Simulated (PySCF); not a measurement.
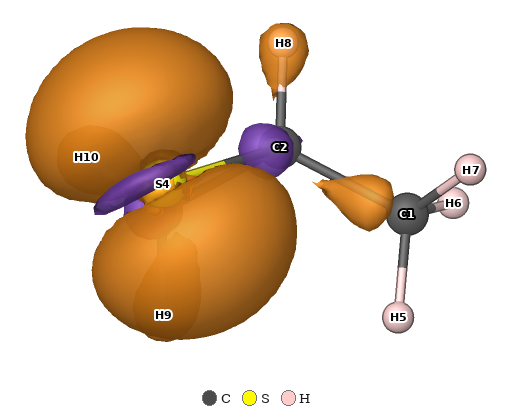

Figure. C₃H₆S (SMILES C[C@H]1C[S+]1) (charge +1, doublet). Isosurfaces of the spin density at +0.02 (orange) and −0.02 e/Å³ (purple), seen at a tilt.

Geometry: PBE0-D3(BJ)/ma-def2-SVP.

Theory: PySCF, DFT single point, gas phase, functional wB97X.

```xyz
10

C     1.2365   -0.1944    0.2646
C    -0.0004    0.3691   -0.3686
C    -1.3389   -0.2025   -0.1644
S    -1.1256    1.3650    0.7243
H     1.0353   -0.6787    1.2302
H     1.6300   -0.9596   -0.4259
H     2.0098    0.5751    0.3904
H     0.1493    0.9287   -1.3044
H    -1.4727   -1.0523    0.5212
H    -2.0984   -0.1333   -0.9563
```

### Where is the unpaired spin?

The unpaired spin (1 electron) lies mostly on S4 (about 0.9), in electrons by Hirshfeld's partition.
